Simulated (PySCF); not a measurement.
C₉H₁₂OS, SMILES CC(C)(C)c1ccc(C=O)s1 at its GFN2-xTB optimised geometry (Å):

```
23

C     -0.6818    -2.6118     1.3346
C     -0.8913    -1.8565     0.0139
C     -2.3555    -1.4313    -0.0997
C     -0.5356    -2.7693    -1.1677
C      0.0155    -0.6580     0.0000
C      1.3878    -0.6580     0.0000
C      1.9461     0.6237     0.0000
C      0.9983     1.6219     0.0024
C      1.2037     3.0488     0.0021
O      2.2826     3.5933    -0.0041
S     -0.6026     0.9505     0.0042
H      0.3493    -2.9414     1.4327
H     -1.3291    -3.4847     1.3693
H     -0.9199    -1.9703     2.1801
H     -2.6355    -0.7901     0.7332
H     -3.0005    -2.3067    -0.0911
H     -2.5261    -0.8872    -1.0261
H      0.4895    -3.1218    -1.0941
H     -1.1959    -3.6332    -1.1790
H     -0.6494    -2.2345    -2.1080
H      1.9780    -1.5570    -0.0001
H      3.0005     0.8342    -0.0012
H      0.2622     3.6332     0.0082
```

Computed with PySCF with B3LYP/def2-SVP. Cells within 0.4 Å of a nucleus heavier than hydrogen are left out (blank, or x).

Map of the electrostatic potential (hartree/e), clipped to [-0.08, 0.12] on the plane z = 1.2 Å:

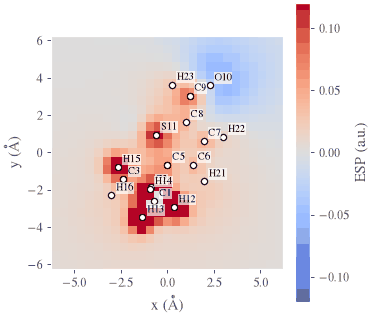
*Electrostatic potential (hartree/e), clipped to [-0.08, 0.12] on the plane z = 1.2 Å.*
